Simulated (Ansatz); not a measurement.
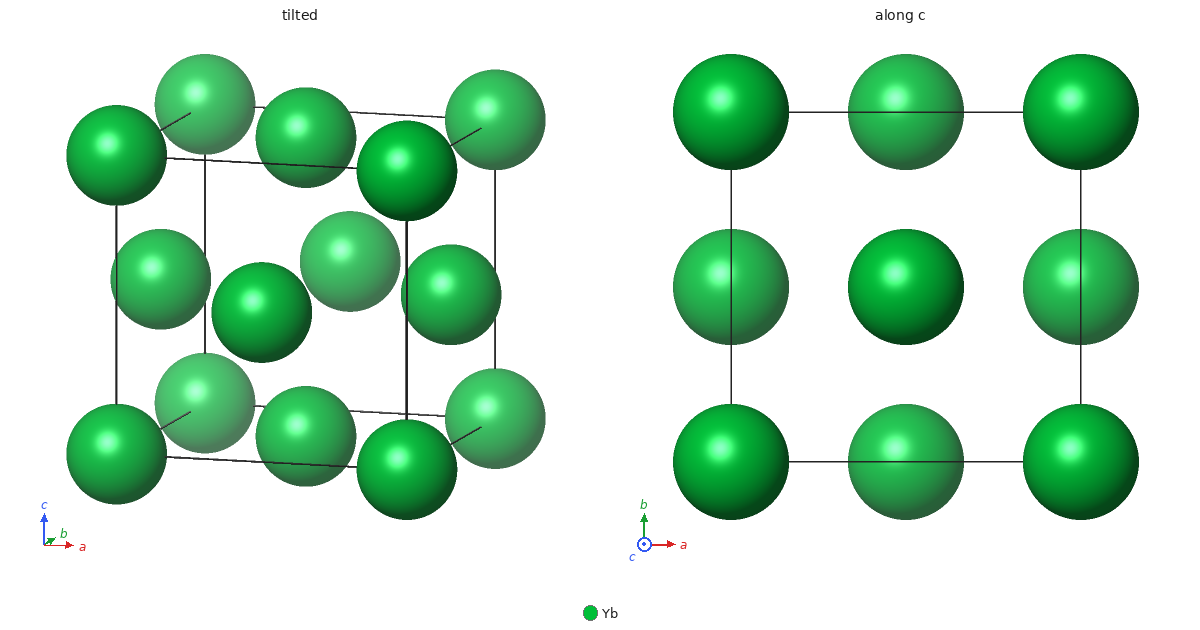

View slightly off an axis and along the c axis, drawn as a spheres-only model. The edges of the conventional unit cell are marked.

Unit-cell dimensions: a = 5.49 Å, b = 5.49 Å, c = 5.49 Å, α = 90.00°, β = 90.00°, γ = 90.00°.

What is the cell content?

4 (ytterbium), counting shared atoms by their share.

Lattice type?

Face-centred cubic.

What space-group symmetry does the structure have?

Fm-3m (No. 225), with Yb on 4a.

The structure was taken from the standard structure of this element. Earlier steps of the study may have refined or changed the cell and positions. Ansatz was used for an electronic-structure calculation on it.
